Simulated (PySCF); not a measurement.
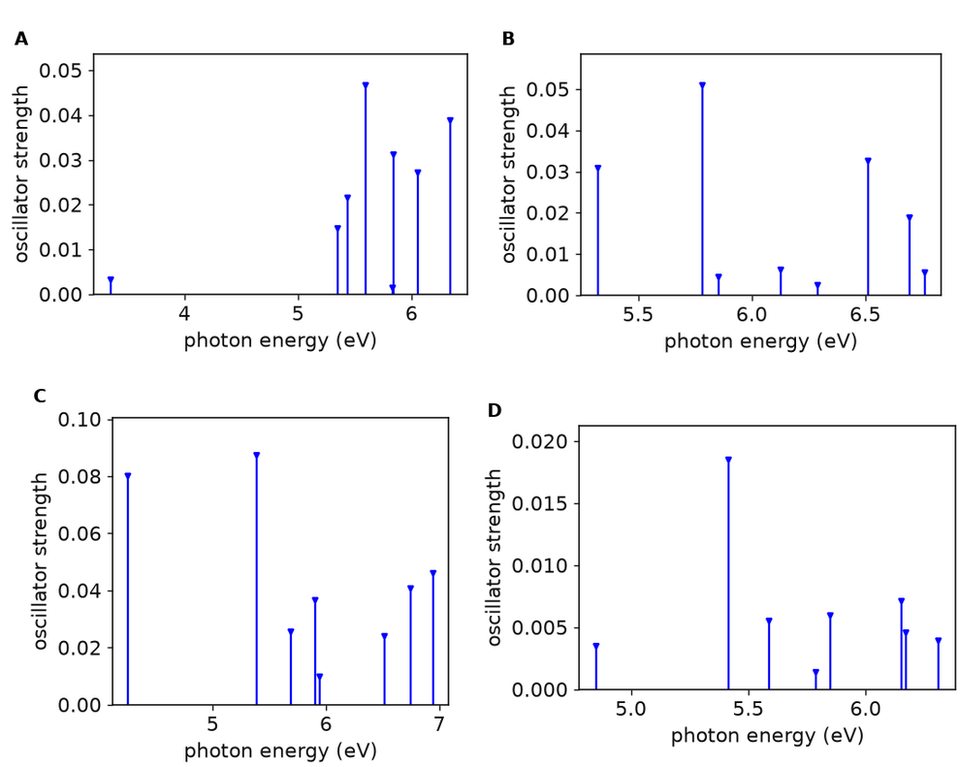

Vertical TDDFT excitations, B3LYP/def2-SVPD, PySCF, at a GFN2-xTB geometry (no frequency check), gas phase. Each panel shows the lowest singlet states that were computed.

Question: Pair each panel with its molecule.
1. C₄H₆O₂SSi, SMILES C#C[Si@@H](OC=O)SC
2. C₄H₁₀BP, SMILES C=C(C)B(C)P
3. Si₃H₈SeO₂, SMILES O[SiH2][Se][SiH2]O[SiH3]
4. C₅H₉ClOSi, SMILES C=CCC(=O)[SiH2]CCl

Answer: A: 4 (S1 at 3.35 eV, brightest at 5.60 eV)
B: 3 (S1 at 5.32 eV, brightest at 5.78 eV)
C: 2 (S1 at 4.25 eV, brightest at 5.39 eV)
D: 1 (S1 at 4.85 eV, brightest at 5.42 eV)

Limits of at least one run: core orbitals are frozen in the response; one conformer of a flexible molecule; spin-orbit coupling is left out, and with Se it can shift these levels and split any degenerate set; states above the negative HOMO energy depend on the basis; the tight-binding geometry is rougher than a DFT one and adds to the error.
